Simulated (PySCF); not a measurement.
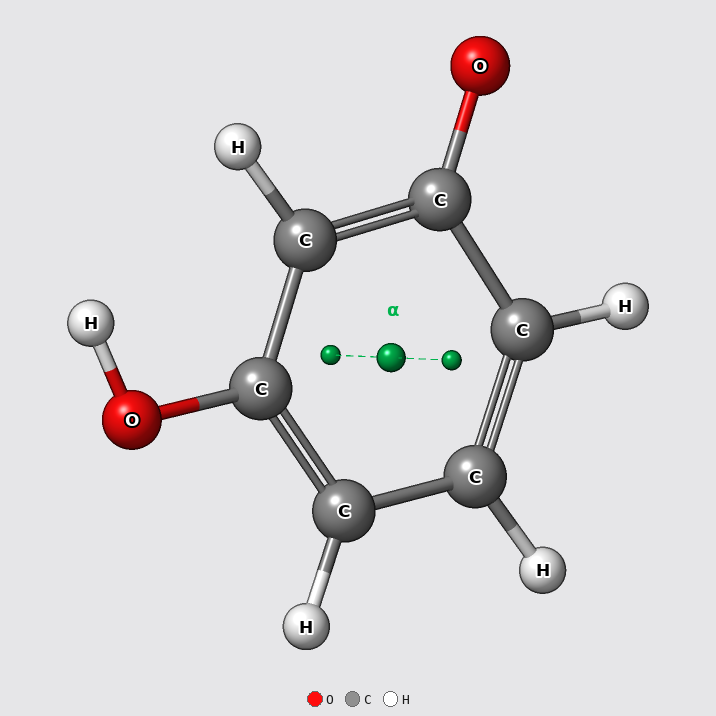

The small points mark where nucleus-independent chemical shifts (NICS) were computed: at the centre of each lettered ring and 1 Å above and below it. State: charge −1, singlet. The geometry was computed by an optimisation with PBE0-D3(BJ)/def2-SVP. No frequency run is at hand to confirm it as a minimum. Properties computed with GIAO PBE0/pcSseg-1 NMR shielding, non-relativistic, IEF-PCM cyclohexane (PySCF 2.14.0).

Give NICS(0), NICS(1) and the out-of-plane component NICS(1)zz for each ring (means of the two sides).

| ring | members | NICS(0) | NICS(1) | NICS(1)zz |
| --- | --- | --- | --- | --- |
| α | C6 | −6.7 | −7.5 | −16.6 |

Values in ppm.

What do the values say about the ring currents?

Answer. Ring α: diatropic, as in an aromatic ring. NICS is one index among several.
